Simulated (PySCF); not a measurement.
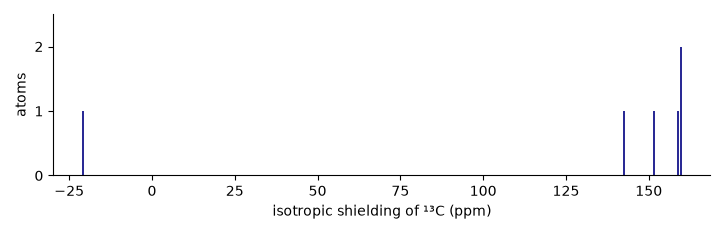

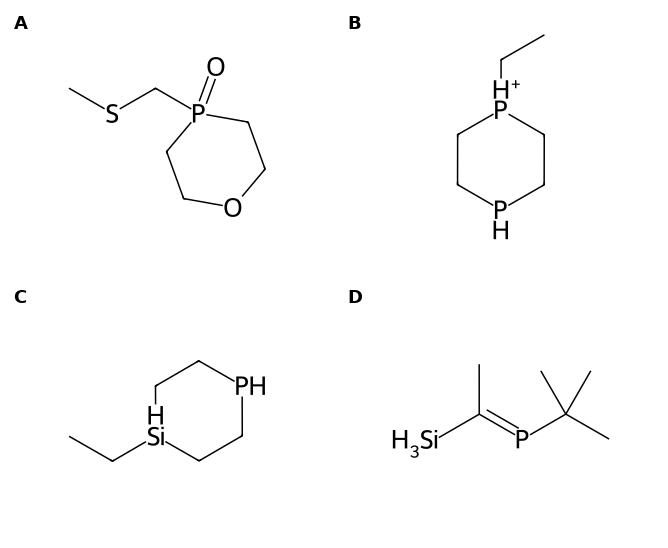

The sticks are computed shieldings of one of the molecules, for one fixed geometry (GFN2-xTB) without averaging over rotations. Low shielding means a high chemical shift. Method: GIAO PBE0/pcSseg-1 NMR shielding, non-relativistic, gas phase (PySCF 2.14.0).

**Match the spectrum to a structure.**

D, `C/C([SiH3])=P\C(C)(C)C`. Its 6 C atoms give lines at −20.8, 142.5, 151.6, 158.8, 159.6 (2 atoms) ppm.

The geometry is semi-empirical. Around P, Si such bond lengths and angles can be off by a tenth of an ångström or more and by several degrees, and values that hang on the shape move with them.
